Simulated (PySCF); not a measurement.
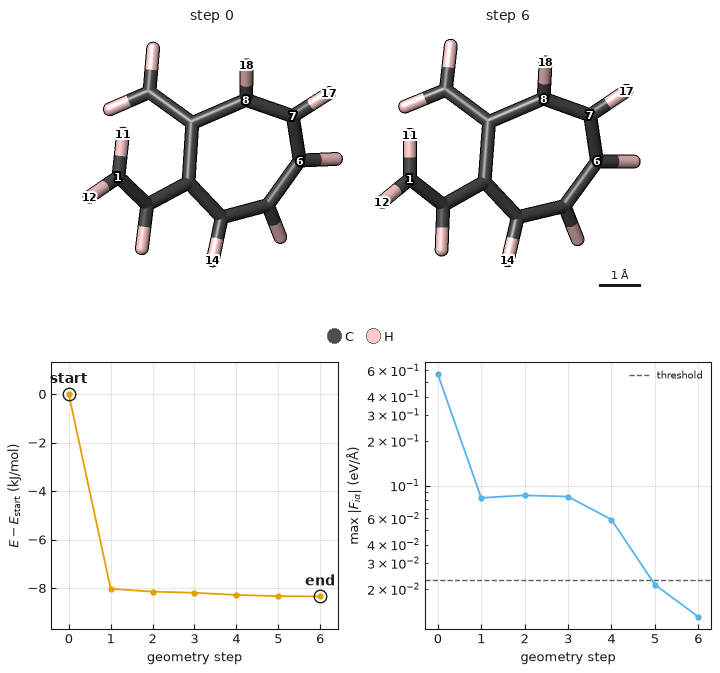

First and last geometry of a relaxation of C10H10, with the history of the run. A stick model, seen from a free direction.

The start comes from GFN2-xTB.

Theory: PBE0-D3(BJ)/def2-SVP geometry optimisation, gas phase (PySCF 2.14.0, density-fitted response routines). 

### What do the curves and the structures tell?

It converged. After 6 geometry steps the energy has fallen by 8.34 kJ/mol. The largest force component goes from 0.57 to 0.013 eV/Å. The atom that moves furthest after the best rigid fit is an H atom (0.24 Å). Largest moves by element: H 0.24 Å, C 0.13 Å. Some distances before and after: C–H 1.077 → 1.093 Å, C–C 1.331 → 1.344 Å, C–C 1.356 → 1.367 Å, C–C 1.454 → 1.465 Å.
